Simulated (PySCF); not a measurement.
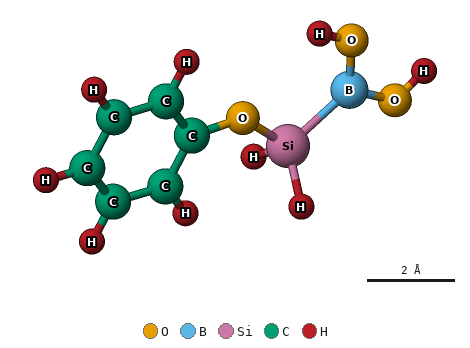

Fig. 1: The starting structure (ball-and-stick view, seen at a tilt).

**Geometry relaxation of C6H9BO3Si**

C6H9BO3Si, computed with PBE0-D3(BJ)/def2-SVP geometry optimisation, gas phase (PySCF 2.14.0).

It belongs to a series of runs on one base structure; here: H on Si replaced by B(OH)2.

Output:
```
step   0  E = -773.10055584  max force = 0.051577
step   1  E = -773.10993873  max force = 0.009999
step   2  E = -773.11062076  max force = 0.004384
step   3  E = -773.11072447  max force = 0.004232
step   4  E = -773.11088397  max force = 0.002061
step   5  E = -773.11088619  max force = 0.003378
step   6  E = -773.11095045  max force = 0.000979
step   7  E = -773.11095246  max force = 0.001273
step   8  E = -773.11096447  max force = 0.000519
step   9  E = -773.11096729  max force = 0.000409
optimisation converged
```

Trajectory as extended XYZ (Å, eV, eV/Å), 10 frames, from step=0 to step=9:
```
20
Properties=species:S:1:pos:R:3:forces:R:3 step=0 energy=-21037.13766
O     4.4547   -1.4110    0.2703   -1.2618   0.3194  -0.0829
B     3.4061   -0.5953   -0.1191    2.6522   0.0334  -0.1686
O     3.7199    0.5620   -0.7682   -0.3082   0.0414   0.0031
Si    1.6223   -1.1885    0.2918   -1.8806  -1.0828   0.6731
O     0.6768    0.0319   -0.3323   -0.4001   1.0824  -0.5223
C    -0.6573    0.2609   -0.3724    0.9003  -0.4043   0.1556
C    -1.5668   -0.6394    0.1573   -0.1019   0.4497  -0.2236
C    -2.9134   -0.3542    0.0755   -0.6853  -0.3735   0.4075
C    -3.3769    0.8113   -0.4992   -0.3369   0.1232  -0.2730
C    -2.4591    1.6955   -1.0350   -0.1998   0.1143   0.0160
C    -1.1117    1.4252   -0.9646    0.2123   0.3335  -0.2203
H     5.3106   -1.0461    0.0474    0.3859   0.2556  -0.1725
H     2.9769    1.1267   -1.0326    0.0771  -0.4016   0.2079
H     1.2260   -1.3655    1.7270    0.3009   0.0922   0.1474
H     1.1388   -2.4730   -0.3094    0.2732  -0.1031  -0.1734
H    -1.2195   -1.5272    0.6302    0.2994  -0.9442   0.4420
H    -3.6366   -1.0497    0.4920   -0.0993  -0.2466   0.1176
H    -4.4412    1.0244   -0.5684   -0.1627  -0.0307   0.0687
H    -2.7960    2.6023   -1.5123   -0.1400   0.4623  -0.2095
H    -0.4047    2.1251   -1.3769    0.4754   0.2794  -0.1928
20
Properties=species:S:1:pos:R:3:forces:R:3 step=1 energy=-21037.39298
O     4.5283   -1.3306    0.2290    0.0955   0.1650  -0.0688
B     3.4428   -0.5978   -0.1200    0.3295   0.1177  -0.0969
O     3.5783    0.5841   -0.7796    0.1837  -0.1492   0.0829
Si    1.6058   -1.2449    0.3241   -0.5142  -0.3506   0.2068
O     0.6923    0.0233   -0.3303    0.1636   0.2618  -0.1176
C    -0.6348    0.2532   -0.3715   -0.0161  -0.0034  -0.0020
C    -1.5674   -0.6424    0.1560    0.0534  -0.0555   0.0519
C    -2.9264   -0.3557    0.0770   -0.0991   0.0534   0.1082
C    -3.3687    0.8258   -0.5095   -0.0705  -0.0299  -0.1576
C    -2.4353    1.7127   -1.0423   -0.0259   0.0506   0.0160
C    -1.0764    1.4358   -0.9714   -0.0193   0.0271  -0.0352
H     5.3598   -0.9054   -0.0282   -0.1165  -0.0328   0.0002
H     2.7278    1.0010   -0.9623   -0.1301  -0.0542   0.0306
H     1.2667   -1.4018    1.7742    0.0771   0.0877   0.0578
H     1.1766   -2.5385   -0.2961    0.0595  -0.0053  -0.1049
H    -1.2232   -1.5581    0.6393    0.0053  -0.0876  -0.0028
H    -3.6511   -1.0567    0.4944   -0.0103  -0.0698   0.0231
H    -4.4349    1.0462   -0.5789   -0.0372  -0.0018   0.0395
H    -2.7689    2.6341   -1.5223   -0.0203   0.0622  -0.0053
H    -0.3437    2.1305   -1.3811    0.0919   0.0146  -0.0257
20
Properties=species:S:1:pos:R:3:forces:R:3 step=2 energy=-21037.41154
O     4.5425   -1.3358    0.2243    0.0130  -0.0848   0.0516
B     3.4470   -0.6177   -0.1152    0.2255  -0.0448   0.0046
O     3.5953    0.5523   -0.7840   -0.1017   0.0729  -0.0365
Si    1.5835   -1.2423    0.3417   -0.1547  -0.1671   0.0974
O     0.6991    0.0444   -0.3294    0.1339   0.2174  -0.1012
C    -0.6306    0.2738   -0.3750   -0.0516  -0.1173   0.0441
C    -1.5538   -0.6374    0.1493   -0.0499   0.0614  -0.0060
C    -2.9180   -0.3613    0.0752   -0.0133   0.0001  -0.0045
C    -3.3731    0.8146   -0.5185    0.0133   0.0152  -0.0128
C    -2.4472    1.7215   -1.0376   -0.0010  -0.0318   0.0045
C    -1.0828    1.4573   -0.9698   -0.0029  -0.0183   0.0165
H     5.3600   -0.9056   -0.0600   -0.0333   0.0114  -0.0117
H     2.7364    0.9583   -0.9608   -0.0472   0.0225  -0.0120
H     1.2590   -1.3663    1.8002    0.0344   0.0485  -0.0146
H     1.1488   -2.5329   -0.2853    0.0300   0.0330  -0.0343
H    -1.2016   -1.5607    0.6167   -0.0132  -0.0040  -0.0036
H    -3.6329   -1.0776    0.4878    0.0075  -0.0032  -0.0033
H    -4.4431    1.0238   -0.5801    0.0026   0.0015   0.0147
H    -2.7913    2.6478   -1.5045   -0.0002  -0.0032   0.0011
H    -0.3499    2.1585   -1.3742    0.0089  -0.0094   0.0057
20
Properties=species:S:1:pos:R:3:forces:R:3 step=3 energy=-21037.41436
O     4.5560   -1.3318    0.2064   -0.0070   0.0652  -0.0493
B     3.4554   -0.6187   -0.1255   -0.2176  -0.1457   0.1010
O     3.5464    0.5498   -0.8063    0.0429   0.0339  -0.0234
Si    1.5860   -1.2445    0.3633    0.1482  -0.0605   0.0197
O     0.7152    0.0525   -0.3182   -0.0733  -0.0179   0.0261
C    -0.6203    0.2661   -0.3615   -0.1807   0.0777  -0.0547
C    -1.5604   -0.6390    0.1477    0.1359  -0.0738   0.0318
C    -2.9246   -0.3589    0.0654    0.0430   0.0188  -0.0760
C    -3.3715    0.8200   -0.5303    0.0799   0.0006   0.0794
C    -2.4329    1.7250   -1.0310    0.0139  -0.0086  -0.0182
C    -1.0692    1.4530   -0.9522   -0.0353   0.0392  -0.0051
H     5.3612   -0.8999   -0.1040    0.0950   0.0184  -0.0139
H     2.6632    0.9172   -0.9561    0.0104   0.0112  -0.0065
H     1.2882   -1.3372    1.8290   -0.0343  -0.0006  -0.0358
H     1.1530   -2.5329   -0.2683   -0.0285   0.0285   0.0217
H    -1.2218   -1.5732    0.6057   -0.0109   0.0211   0.0104
H    -3.6423   -1.0801    0.4663    0.0241   0.0265  -0.0085
H    -4.4405    1.0365   -0.5929    0.0227   0.0024  -0.0104
H    -2.7668    2.6591   -1.4915    0.0131  -0.0302   0.0003
H    -0.3266    2.1520   -1.3454   -0.0415  -0.0065   0.0112
20
Properties=species:S:1:pos:R:3:forces:R:3 step=4 energy=-21037.41870
O     4.5487   -1.3366    0.1995    0.0034   0.0571  -0.0428
B     3.4433   -0.6261   -0.1238   -0.0947  -0.0641   0.0456
O     3.5360    0.5460   -0.8012    0.0221  -0.0032   0.0004
Si    1.5751   -1.2465    0.3629    0.1060  -0.0075  -0.0121
O     0.7165    0.0599   -0.3189    0.0241   0.0747  -0.0219
C    -0.6177    0.2785   -0.3659    0.0008  -0.0719   0.0243
C    -1.5392   -0.6393    0.1502   -0.0376   0.0832  -0.0488
C    -2.9030   -0.3636    0.0675   -0.0172  -0.0407   0.0122
C    -3.3590    0.8137   -0.5221   -0.0307   0.0058   0.0173
C    -2.4356    1.7266   -1.0334    0.0249  -0.0443   0.0271
C    -1.0719    1.4628   -0.9571    0.0397   0.0100  -0.0086
H     5.3533   -0.9013   -0.1108    0.0286   0.0032  -0.0025
H     2.6548    0.9191   -0.9496    0.0050  -0.0068   0.0031
H     1.2678   -1.3382    1.8251   -0.0256  -0.0072  -0.0068
H     1.1301   -2.5266   -0.2736   -0.0220   0.0015   0.0138
H    -1.1913   -1.5684    0.6105   -0.0099   0.0229  -0.0031
H    -3.6163   -1.0869    0.4707   -0.0108   0.0115   0.0000
H    -4.4295    1.0212   -0.5799   -0.0014  -0.0052  -0.0045
H    -2.7793    2.6551   -1.4964    0.0034  -0.0131   0.0037
H    -0.3352    2.1654   -1.3529   -0.0079  -0.0056   0.0036
20
Properties=species:S:1:pos:R:3:forces:R:3 step=5 energy=-21037.41876
O     4.5598   -1.3186    0.1754    0.0024  -0.0595   0.0264
B     3.4373   -0.6258   -0.1269    0.1737   0.0266  -0.0275
O     3.5315    0.5522   -0.7951   -0.1061   0.0243  -0.0032
Si    1.5781   -1.2574    0.3605   -0.0088   0.0115  -0.0196
O     0.7175    0.0532   -0.3133    0.0094   0.0150   0.0119
C    -0.6168    0.2722   -0.3608    0.0476   0.0031  -0.0072
C    -1.5454   -0.6362    0.1562    0.0200  -0.0590   0.0264
C    -2.9095   -0.3639    0.0749    0.0125   0.0337   0.0129
C    -3.3592    0.8142   -0.5156   -0.0065  -0.0250  -0.0201
C    -2.4277    1.7156   -1.0307   -0.0324   0.1068  -0.0370
C    -1.0641    1.4560   -0.9565   -0.0435  -0.0609   0.0220
H     5.3562   -0.8669   -0.1362   -0.0613  -0.0066   0.0057
H     2.6517    0.9294   -0.9402   -0.0042   0.0021  -0.0028
H     1.2623   -1.3592    1.8194    0.0023  -0.0029   0.0135
H     1.1259   -2.5312   -0.2817   -0.0007  -0.0133  -0.0006
H    -1.2007   -1.5617    0.6240    0.0113  -0.0165   0.0025
H    -3.6246   -1.0823    0.4819   -0.0013  -0.0123   0.0076
H    -4.4280    1.0276   -0.5785   -0.0044   0.0061  -0.0023
H    -2.7684    2.6410   -1.5004   -0.0131   0.0227  -0.0034
H    -0.3284    2.1565   -1.3558    0.0029   0.0043  -0.0052
20
Properties=species:S:1:pos:R:3:forces:R:3 step=6 energy=-21037.42051
O     4.5626   -1.3164    0.1648   -0.0002  -0.0100  -0.0017
B     3.4399   -0.6225   -0.1327    0.0503   0.0023  -0.0043
O     3.5161    0.5581   -0.7979   -0.0271   0.0064   0.0032
Si    1.5826   -1.2587    0.3605    0.0078   0.0011  -0.0146
O     0.7205    0.0535   -0.3102   -0.0178   0.0073   0.0166
C    -0.6148    0.2695   -0.3563   -0.0011   0.0115  -0.0146
C    -1.5432   -0.6393    0.1613    0.0103  -0.0044   0.0035
C    -2.9066   -0.3617    0.0771   -0.0085   0.0001   0.0093
C    -3.3578    0.8149   -0.5169   -0.0103  -0.0057  -0.0045
C    -2.4283    1.7196   -1.0314    0.0104  -0.0195   0.0139
C    -1.0658    1.4521   -0.9526    0.0144   0.0222  -0.0178
H     5.3563   -0.8629   -0.1494   -0.0152  -0.0014  -0.0001
H     2.6302    0.9248   -0.9334   -0.0084   0.0037  -0.0033
H     1.2714   -1.3623    1.8208   -0.0034  -0.0031   0.0016
H     1.1302   -2.5322   -0.2833   -0.0057  -0.0043   0.0058
H    -1.2004   -1.5657    0.6295    0.0014  -0.0050   0.0013
H    -3.6230   -1.0793    0.4841   -0.0013  -0.0037   0.0028
H    -4.4271    1.0263   -0.5803   -0.0029  -0.0031   0.0029
H    -2.7673    2.6460   -1.5016    0.0012   0.0009   0.0034
H    -0.3281    2.1509   -1.3516    0.0062   0.0050  -0.0034
20
Properties=species:S:1:pos:R:3:forces:R:3 step=7 energy=-21037.42056
O     4.5618   -1.3171    0.1458    0.0008   0.0412  -0.0288
B     3.4390   -0.6197   -0.1412   -0.0655  -0.0111   0.0131
O     3.4970    0.5666   -0.7979    0.0531  -0.0152   0.0102
Si    1.5833   -1.2587    0.3570    0.0218  -0.0068  -0.0128
O     0.7246    0.0602   -0.3077    0.0009   0.0196   0.0107
C    -0.6104    0.2768   -0.3546    0.0209  -0.0278  -0.0015
C    -1.5331   -0.6357    0.1673   -0.0313   0.0095   0.0022
C    -2.8986   -0.3662    0.0864    0.0164   0.0027  -0.0089
C    -3.3554    0.8064   -0.5115    0.0189  -0.0001   0.0090
C    -2.4292    1.7141   -1.0282   -0.0149   0.0268  -0.0173
C    -1.0642    1.4572   -0.9537   -0.0200  -0.0433   0.0230
H     5.3529   -0.8615   -0.1701    0.0233   0.0018  -0.0048
H     2.6052    0.9242   -0.9212   -0.0090  -0.0018  -0.0005
H     1.2745   -1.3673    1.8178   -0.0056  -0.0022  -0.0050
H     1.1250   -2.5279   -0.2917   -0.0075   0.0009   0.0089
H    -1.1843   -1.5597    0.6364    0.0028   0.0057  -0.0013
H    -3.6105   -1.0867    0.4968    0.0038   0.0026  -0.0012
H    -4.4257    1.0132   -0.5741    0.0053   0.0023  -0.0001
H    -2.7742    2.6380   -1.4990   -0.0032  -0.0012   0.0014
H    -0.3301    2.1586   -1.3561   -0.0111  -0.0037   0.0036
20
Properties=species:S:1:pos:R:3:forces:R:3 step=8 energy=-21037.42089
O     4.5653   -1.3107    0.1409    0.0013   0.0165  -0.0157
B     3.4387   -0.6180   -0.1425   -0.0267  -0.0041   0.0058
O     3.4958    0.5686   -0.7985    0.0193  -0.0018   0.0059
Si    1.5851   -1.2613    0.3577    0.0153  -0.0025  -0.0148
O     0.7238    0.0566   -0.3056   -0.0050   0.0045   0.0190
C    -0.6114    0.2723   -0.3520    0.0093  -0.0082  -0.0111
C    -1.5365   -0.6380    0.1692   -0.0104   0.0046   0.0035
C    -2.9011   -0.3648    0.0865    0.0061  -0.0013  -0.0057
C    -3.3552    0.8084   -0.5120    0.0040   0.0001   0.0089
C    -2.4277    1.7144   -1.0283   -0.0043   0.0060  -0.0064
C    -1.0638    1.4530   -0.9515   -0.0057  -0.0141   0.0069
H     5.3541   -0.8516   -0.1765    0.0095   0.0005  -0.0029
H     2.6037    0.9257   -0.9212   -0.0041  -0.0002  -0.0017
H     1.2776   -1.3714    1.8186   -0.0035  -0.0010  -0.0037
H     1.1277   -2.5309   -0.2908   -0.0057   0.0004   0.0070
H    -1.1904   -1.5625    0.6390    0.0027   0.0027   0.0002
H    -3.6150   -1.0836    0.4964    0.0019   0.0007  -0.0001
H    -4.4252    1.0170   -0.5756    0.0017  -0.0001   0.0013
H    -2.7700    2.6390   -1.4998   -0.0014  -0.0020   0.0019
H    -0.3280    2.1527   -1.3534   -0.0046  -0.0008   0.0017
20
Properties=species:S:1:pos:R:3:forces:R:3 step=9 energy=-21037.42097
O     4.5697   -1.3014    0.1268    0.0002   0.0017  -0.0069
B     3.4383   -0.6133   -0.1482   -0.0042   0.0037  -0.0011
O     3.4890    0.5764   -0.7991    0.0047   0.0034   0.0049
Si    1.5886   -1.2642    0.3552    0.0020  -0.0031  -0.0141
O     0.7238    0.0542   -0.3028   -0.0042   0.0015   0.0210
C    -0.6114    0.2691   -0.3485    0.0030  -0.0014  -0.0139
C    -1.5367   -0.6399    0.1743   -0.0030   0.0028   0.0035
C    -2.9010   -0.3658    0.0914   -0.0013  -0.0050  -0.0009
C    -3.3552    0.8067   -0.5084    0.0024   0.0013   0.0049
C    -2.4278    1.7116   -1.0268   -0.0005  -0.0044   0.0009
C    -1.0642    1.4487   -0.9495    0.0012   0.0010  -0.0022
H     5.3551   -0.8373   -0.1918    0.0022   0.0007  -0.0024
H     2.5950    0.9305   -0.9173   -0.0019   0.0001  -0.0019
H     1.2831   -1.3796    1.8161    0.0006   0.0020  -0.0013
H     1.1303   -2.5326   -0.2949   -0.0019  -0.0002   0.0031
H    -1.1908   -1.5636    0.6457    0.0018   0.0001   0.0007
H    -3.6152   -1.0834    0.5026    0.0005  -0.0017   0.0010
H    -4.4251    1.0155   -0.5718   -0.0001  -0.0017   0.0023
H    -2.7696    2.6356   -1.4997   -0.0005  -0.0015   0.0018
H    -0.3284    2.1475   -1.3527   -0.0010   0.0005   0.0006
```

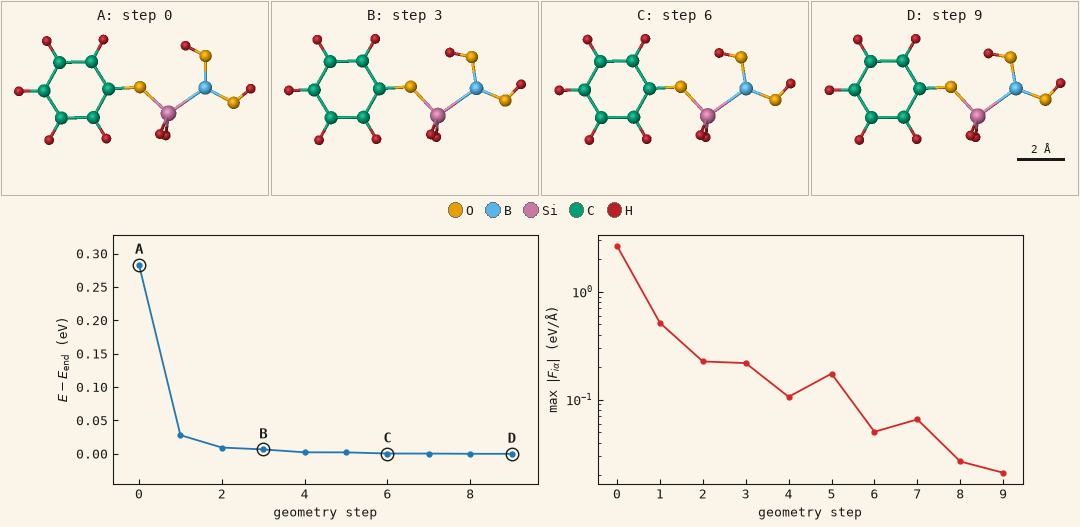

Fig. 2: Frames of the relaxation (ball-and-stick view, seen at a tilt) above the curves, on which the letters mark them (steps are counted from 0).

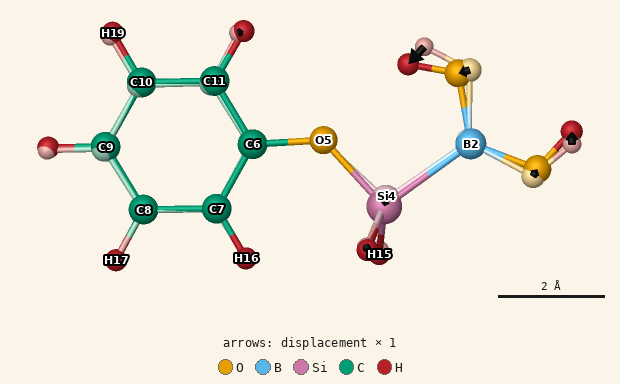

Fig. 3: Start (faint) and end (solid) with the displacements as black arrows, at true length (ball-and-stick view, seen at a tilt). The two geometries are laid on each other by the best rigid fit. The largest move after the best rigid fit is that of H13, 0.45 Å. By element the largest moves are H 0.45 Å, O 0.22 Å, Si 0.13 Å, C 0.07 Å, B 0.05 Å. Distances before and after: B2–Si4 1.924 → 2.025 Å, Si4–O5 1.665 → 1.708 Å, O1–B2 1.384 → 1.352 Å, C7–H16 1.064 → 1.093 Å. Among the angles that change: O3–B2–Si4 125.2° → 115.8°, B2–O3–H13 116.6° → 110.2°, O1–B2–Si4 117.4° → 123.4°. After 9 geometry steps the energy has fallen by 0.283 eV. Largest force component: 2.7 eV/Å at the start, 0.021 eV/Å at the end. (Atoms are counted from 1 in the order of the input.)

The run was set up as follows.

The input:
```
{"job": {"xc": "PBE0", "basis": "def2-SVP", "d3": "d3bj", "grid": 1, "shake": 0.01, "kind": "geom"}, "charge": 0, "multiplicity": 1}
O      4.454700    -1.411000     0.270260
B      3.406080    -0.595260    -0.119080
O      3.719940     0.561990    -0.768240
Si     1.622260    -1.188550     0.291820
O      0.676850     0.031860    -0.332330
C     -0.657320     0.260910    -0.372420
C     -1.566780    -0.639380     0.157250
C     -2.913390    -0.354240     0.075540
C     -3.376930     0.811320    -0.499240
C     -2.459070     1.695490    -1.034990
C     -1.111670     1.425170    -0.964630
H      5.310600    -1.046150     0.047350
H      2.976850     1.126740    -1.032620
H      1.226040    -1.365490     1.727020
H      1.138800    -2.472980    -0.309360
H     -1.219480    -1.527210     0.630190
H     -3.636550    -1.049680     0.492040
H     -4.441200     1.024440    -0.568360
H     -2.796020     2.602290    -1.512270
H     -0.404710     2.125130    -1.376920
```

The first line tells a small driver script what to run in PySCF; the rest is the geometry in Å.

Command:
```bash
OMP_NUM_THREADS=1 python <driver script> task.json out
```

Results in brief:

```tsv
quantity	value
outcome	converged
total energy	−773.110967 hartree
dipole moment	0.45 D
point group	C1
hardware	1 CPU thread, shared host
wall time	6.8 min
peak memory	0.95 GiB
```
